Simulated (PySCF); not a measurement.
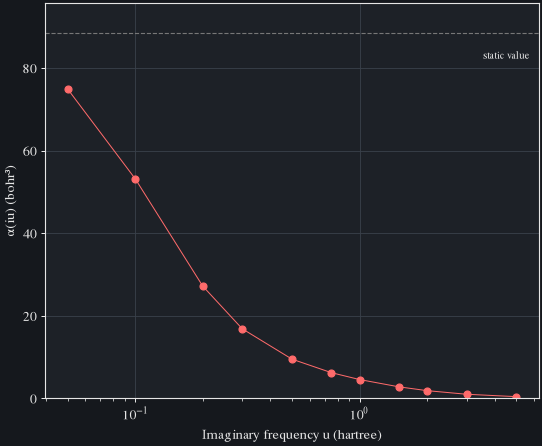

**Figure 1.** Dipole polarisability at imaginary frequency of neutral titanium ([Ar] 3d³ 4s). Coupled response at the PBE0 level; PySCF, ANO-RCC-VTZP, spin-free X2C-1e, unrestricted single determinants, no spin-orbit coupling. The static dipole polarisability is 88.6 bohr³; α(iu) falls to half of it near u = 0.13 hartree. The Casimir–Polder integral gives C₆ = 782 hartree bohr⁶ for two such species.

# Ti: atomic calculation

- system: Ti, configuration 1s2 2s2 2p6 3s2 3p6 3d3 4s1, multiplicity 5.
- method: unrestricted PBE0, ANO-RCC-VTZP, spin-free X2C-1e, Gaussian nucleus (PySCF)

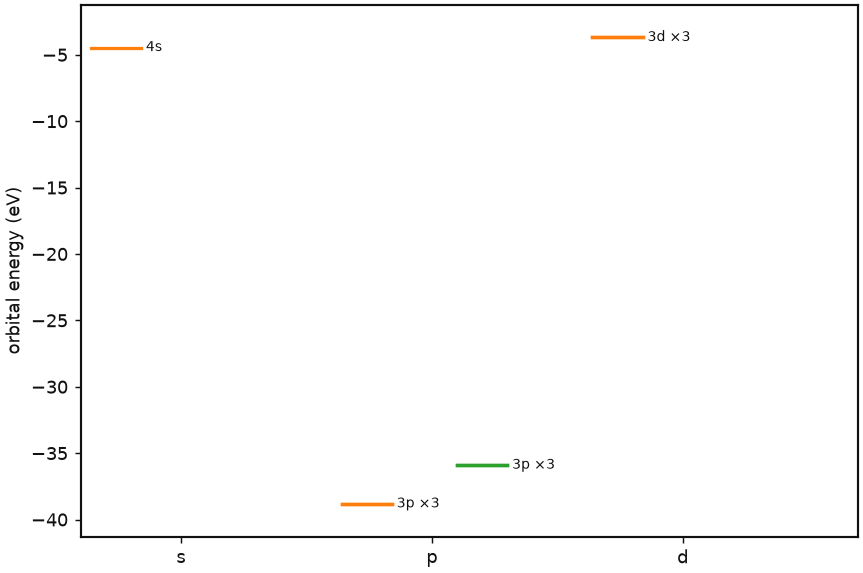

**Figure 2.** Orbital energies of the mean field, from the top down to −38.8 eV, by angular momentum, α spin at the left of each column and β at the right; ×n counts the orbitals under one label. The highest filled orbital is 3d α at −3.68 eV, the lowest empty one s β at −0.837 eV.

Input and output of the run follow.

## Input
```python
from pyscf import gto, scf, dft, mp, cc
import basis_set_exchange as bse
mol = gto.M(atom="Ti 0 0 0", charge=0, spin=4, symmetry="D2h",
            basis=gto.basis.parse(bse.get_basis("ANO-RCC-VTZP", elements=["Ti"], fmt="nwchem")),
            nucmod="G")
mf = dft.UKS(mol, xc="PBE0").sfx2c1e()
mf.irrep_nelec = {'Ag': (4, 3), 'B1g': (1, 0), 'B2g': (1, 0), 'B3g': (1, 0), 'B1u': (2, 2), 'B2u': (2, 2), 'B3u': (2, 2)}
mf.kernel()
```

The script is an equivalent of what the driver set up; the driver started from orbitals of its own, so the log can be shorter than this script's would be, and it computed the properties (radii, ⟨L²⟩, response) afterwards. It held the occupations shell by shell, which the script's counts by irreducible representation don't always enforce.

## Log (extracts)
```
damping factor = 0
level_shift factor = 0
DIIS = <class 'pyscf.scf.diis.CDIIS'>
diis_start_cycle = 1
diis_space = 10
diis_damp = 0
SCF conv_tol = 1e-09
SCF conv_tol_grad = None
number electrons alpha = 13  beta = 9
XC functionals = PBE0
    C. Adamo and V. Barone.,  J. Chem. Phys. 110, 6158 (1999)
    M. Ernzerhof and G. E. Scuseria.,  J. Chem. Phys. 110, 5029 (1999)
cycle= 1 E= -853.513125318244  delta_E= -0.00712  |g|= 0.0114  |ddm|= 0.112
cycle= 2 E= -853.5132405812  delta_E= -0.000115  |g|= 0.00634  |ddm|= 0.0252
cycle= 3 E= -853.513254083255  delta_E= -1.35e-05  |g|= 0.00433  |ddm|= 0.00824
cycle= 4 E= -853.513260021399  delta_E= -5.94e-06  |g|= 0.000424  |ddm|= 0.00315
cycle= 5 E= -853.513260102702  delta_E= -8.13e-08  |g|= 1.3e-05  |ddm|= 0.000547
cycle= 6 E= -853.513260102954  delta_E= -2.51e-10  |g|= 8.12e-06  |ddm|= 4.09e-05
converged SCF energy = -853.513260102954  <S^2> = 6.0006937  2S+1 = 5.0002775
```

## Results in brief

| quantity | value |
| --- | --- |
| outcome | converged |
| total energy | −853.513260 hartree |
| ⟨S²⟩ | 6.001 |
| ⟨L²⟩ | 12.01 |
| static polarisability | 88.6 bohr³ |
| C₆ of the like pair | 782 hartree bohr⁶ |
| SCF iterations | 6 |
| hardware | 1 CPU thread, shared host |
| CPU time | 8.9 s (integrals apart) |

## Notes

This is not the ground configuration of the species. Limits: basis without added diffuse functions.
